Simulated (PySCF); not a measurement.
C2H9GaO2, singlet at its PBE0/def2-SVP optimised geometry (Å):

```
14

Ga    -1.8055    -0.3207     0.0000
H     -2.0212    -1.2741    -1.2369
H     -2.0400     1.2340     0.0000
O     -1.9404    -1.0410     1.6638
H     -2.0500    -1.9965     1.6568
C      0.9811    -0.1191     1.2487
O      0.3443    -0.3207     0.0000
C      1.0441     0.1777    -1.1163
H      1.1574     0.9557     1.4281
H      0.2917    -0.5165     2.0057
H      1.9417    -0.6599     1.2721
H      2.0400    -0.2914    -1.1836
H      1.1601     1.2741    -1.0575
H      0.4637    -0.0804    -2.0123
```

Computed with PySCF with PBE0/def2-TZVP.

Map of the Laplacian of the electron density (e/bohr⁵) on the plane z = 0.8 Å:

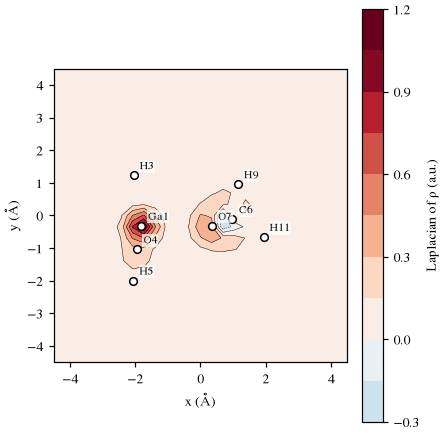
Laplacian of the electron density (e/bohr⁵) on the plane z = 0.8 Å.
